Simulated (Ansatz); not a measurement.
**Run report: AlSiH₂BrO, single-point calculation**

The run: single-point calculation of AlSiH₂BrO, SMILES [Br][Al]1[O][SiH2]1. Method and program: RKS r2SCANh-D4/def2-TZVPP (Ansatz 0.2.0).

The geometry comes from this level: PBE0-D4/def2-TZVP.

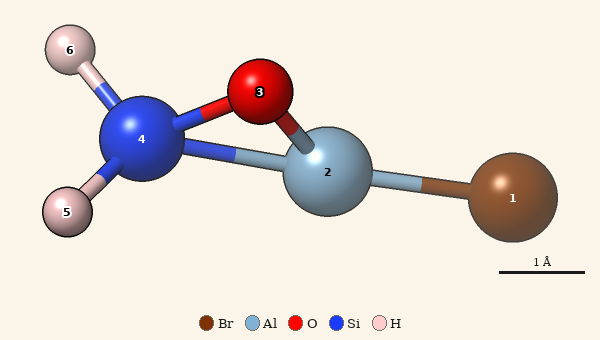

*The input geometry (ball-and-stick view, seen at a tilt; atoms are numbered from 1 in the order of the input). Sticks mark near contacts.*

Bond lengths as drawn: Al–Br 2.24 Å, Al–O 1.74 Å, Al–Si 2.27 Å, H–Si 1.49 Å and O–Si 1.68 Å.

Summary

| quantity | value |
| --- | --- |
| outcome | converged |
| total energy | −86601.5104 eV |
| mean-field energy | −86601.4742 eV |
| dispersion energy | −0.0362 eV |
| SCF solution under orbital rotations | stable |
| HOMO | −6.20 eV |
| LUMO | −2.24 eV |
| hardware | 2 threads of Arm Neoverse V2, 23 GiB of memory available, shared host |
| wall time | 6.5 s (CPU time 12 s) |
| peak memory | 0.55 GiB |

Input file
```yaml
crystal:
  periodic: [false, false, false]
  atoms:
    - {symbol: Br, position_ang: [-0.789382, -3.384370, 0.314197]}
    - {symbol: Al, position_ang: [-0.123553, -1.254817, 0.179610]}
    - {symbol: O, position_ang: [-0.968602, 0.125760, -0.445179]}
    - {symbol: Si, position_ang: [0.440173, 0.935506, -0.009619]}
    - {symbol: H, position_ang: [1.201114, 1.544641, -1.133269]}
    - {symbol: H, position_ang: [0.282451, 1.969381, 1.048161]}
basis:
  gaussian: {orbitals: def2-TZVPP}
hamiltonian: {xc: {name: r2SCANh}, dispersion: d4}
output: {orbitals: {seedname: orbitals}}
```

Run as:
```bash
ansatz run in.yaml --threads 2 --pin off --events-out ev --progress --plain --max-ram 4352MiB
```

What the program printed
```
Functional definition: r2SCANh
  name "r2SCANh"
  cite "Bursch, Neugebauer, Ehlert & Grimme, J. Chem. Phys. 156, 134105 (2022) doi:10.1063/5.0086040"
  cite "Furness, Kaplan, Ning, Perdew & Sun, J. Phys. Chem. Lett. 11, 8208 (2020) doi:10.1021/acs.jpclett.0c02405"
  cite "Furness, Kaplan, Ning, Perdew & Sun, J. Phys. Chem. Lett. 11, 9248 (2020) doi:10.1021/acs.jpclett.0c03077"
  parent r2scan
  parameter a = 0.1
  parameter k0 = 0.174
  parameter k1 = 0.065
  parameter a1 = 4.9479
  exchange = (1 - a)*r2scan_x(k0 = k0, k1 = k1, a1 = a1) + a*exact_x
  correlation = r2scan_c
1217 factors; their error is unknown
mean field evaluation 1: about -86594.0254 eV, gradient 6.4e1 eV
mean field evaluation 2: about -86493.1176 eV, gradient 1.9e2 eV
mean field evaluation 4: about -86601.1681 eV, gradient 8.8e0 eV
mean field evaluation 8: about -86601.3166 eV, gradient 5.2e-2 eV
mean field evaluation 16: about -86601.4742 eV, gradient 5.5e-5 eV
mean field -86601.47416071 eV, -3182.5454748186 hartree, gradient 5.5e-5 eV, S^2 0.000000; 0 other end points of the search recorded, 0 dependent functions left out
reference -86601.47417187 eV, -3182.5454752286 hartree; 36, 36 occupied and 155, 155 virtual orbitals, 1217 factors
Total energy: -86601.51037538 eV, -3182.5468056831 hartree
```

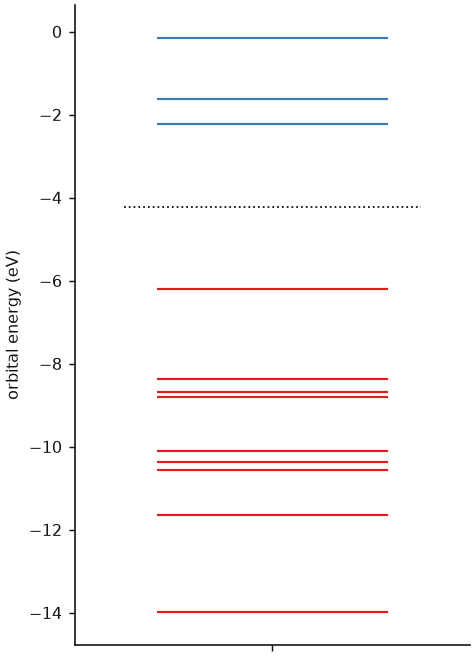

*Orbital energies near the frontier; the dotted line parts filled from empty levels, and levels within 0.02 eV of each other stand side by side.*

Highest filled −6.20 eV, lowest empty −2.24 eV, 3.96 eV apart.
